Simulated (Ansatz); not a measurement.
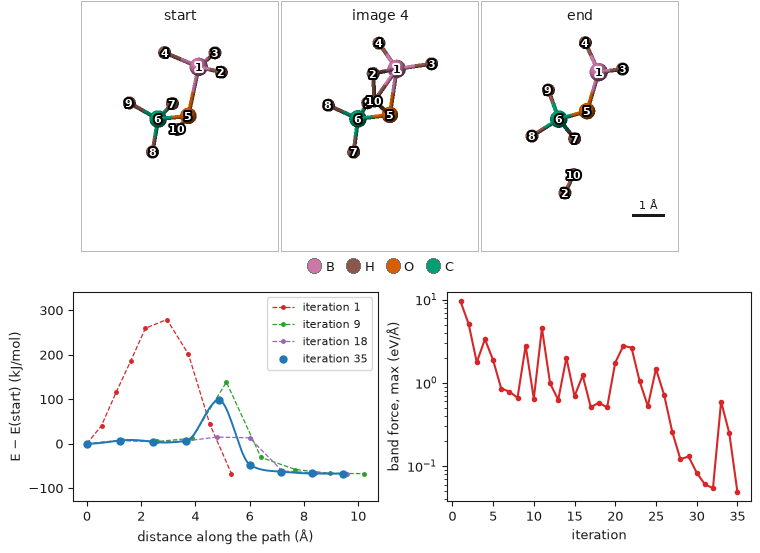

A search for the minimum-energy path of CH₇BO by the nudged elastic band. Images are numbered from 0 (start) to 8 (end). The plot follows the band through its iterations. A ball-and-stick model, seen from a free direction.

All numbers below come from RKS r2SCAN/6-31G* in Ansatz. Set-up: 7 movable images; climbing image; force threshold 0.05 eV/Å; iteration limit 60; starting path through a guess of the saddle point.

Did the band converge, and can the barrier be trusted?

The run is converged, with reservations. The band converged in 35 iterations. The largest component of the band force went from 9.6 to 0.049 eV/Å. The climbing image converged on the top of the path. Its vibrational analysis gives one imaginary mode (1295i cm⁻¹), as a transition state must have. The first iteration put the highest image at 279.5 kJ/mol. The highest point, image 4, lies 98.0 kJ/mol above the start and 165.3 kJ/mol above the end; the end is at −67.3 kJ/mol relative to the start.
